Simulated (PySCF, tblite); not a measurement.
# C₇H₇ClN radical: geometry, infrared bands and EPR parameters

Aim: predict the infrared bands and EPR parameters of C₇H₇ClN radical (`[H]/[C]=C(\C#N)C1(Cl)CCC1`).

Programs: tblite 0.8.0 and PySCF 2.14.0, with density-fitted response routines of our own. Each step states its level of theory. These are calculated values for one molecule in the gas phase, unless marked as measured. Atoms are numbered from 0 throughout.

## (1) The starting structure

16 atoms, charge 0, multiplicity 2; geometry from: force field or distance geometry start.

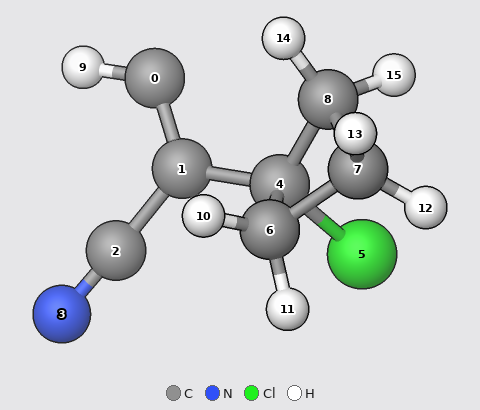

As it starts; carbon grey, nitrogen blue, chlorine green, hydrogen white, atoms numbered.

## (2) Optimising the geometry with GFN2-xTB

What the job is given:

```
{"job": {"kind": "relax", "xc": "GFN2-xTB", "basis": "xTB"}, "charge": 0, "multiplicity": 2}
C      1.625400     1.716800    -0.064600
C      1.397900     0.397300    -0.063500
C      2.433100    -0.512400    -0.562700
N      3.251800    -1.213300    -0.992100
C      0.130000    -0.119600     0.486900
Cl     0.264700    -1.106300     1.955400
C     -0.619400    -0.892200    -0.585900
C     -1.884000    -0.339700     0.038200
C     -1.032100     0.816200     0.537000
H      2.565800     2.087500    -0.459800
H     -0.442000    -0.635100    -1.622700
H     -0.483400    -1.986300    -0.372600
H     -2.209300    -0.970500     0.878500
H     -2.660800     0.005800    -0.661100
H     -1.062200     1.684700    -0.140100
H     -1.283300     1.075900     1.617600
```

The run is started by

```console
$ OMP_NUM_THREADS=1 python probes_run.py task.json out
```

This one command runs all jobs of the session in turn.

**Question.** This job is followed by: GFN2-xTB harmonic vibrations, gas phase; UKS B3LYP, pcH-1 on C Cl H N, non-relativistic, mean-field spin-orbit, GIAO. What will the session give for the following? strongest single infrared mode (GFN2-xTB); zero-point energy (GFN2-xTB); g(iso) (B3LYP); ⟨S²⟩; largest a(iso) (averaged by class); surface potential, least and greatest.

The runs gave:

```
                                 quantity                  value
strongest single infrared mode (GFN2-xTB)  2361 cm⁻¹, 176 km/mol
             zero-point energy (GFN2-xTB)          73.4 kcal/mol
                           g(iso) (B3LYP)                2.00250
                                     ⟨S²⟩     0.762 (exact 0.75)
       largest a(iso) (averaged by class)   13C on C0, 319.6 MHz
    surface potential, least and greatest     -1.65 V and 1.69 V
```

**Reading.** The optimisation took 92 steps and gained 0.870 eV; among the close pairs (by a distance rule), C8–H15 changed most, from 1.139 to 1.086 Å. All 42 modes are real, so the xTB geometry is a minimum. The strongest single mode, at 2361 cm⁻¹, moves mainly C2 and N3. GFN2-xTB is a fitted tight-binding method: band positions and strengths are rough. Its intensities can rank the bands wrongly. Most of the unpaired spin sits on C0 (1.07 e). The isotropic g lies 0.2 ppt above the free-electron value.
